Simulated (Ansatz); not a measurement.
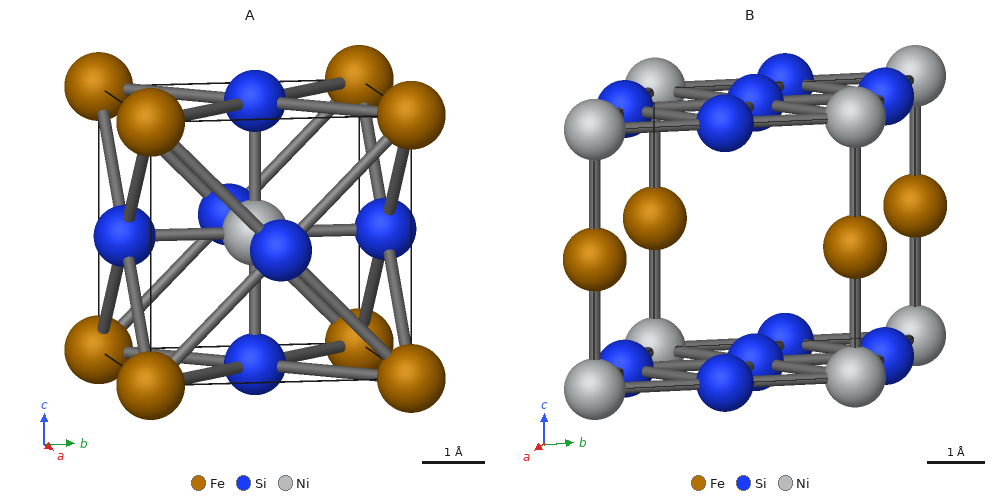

Two structures of FeSi3Ni, each relaxed to rest (conventional cells in solid outline, small ones repeated, not to one scale). Method: Ansatz, DFT PBE, scalar-relativistic, plane waves, PAW, with collinear spins.

> Name structures A and B.

A: 5 atoms a cell on a primitive cubic lattice, Pm-3m. B: 5 atoms a cell on a primitive hexagonal lattice, P6/mmm.

> Which form lies lower?

A is lower, by 44 meV/atom at this level of theory (energies at zero smearing). Volumes: A 16.5, B 18.5 Å³/atom.

One or both may be structure types tried for this composition rather than known phases.
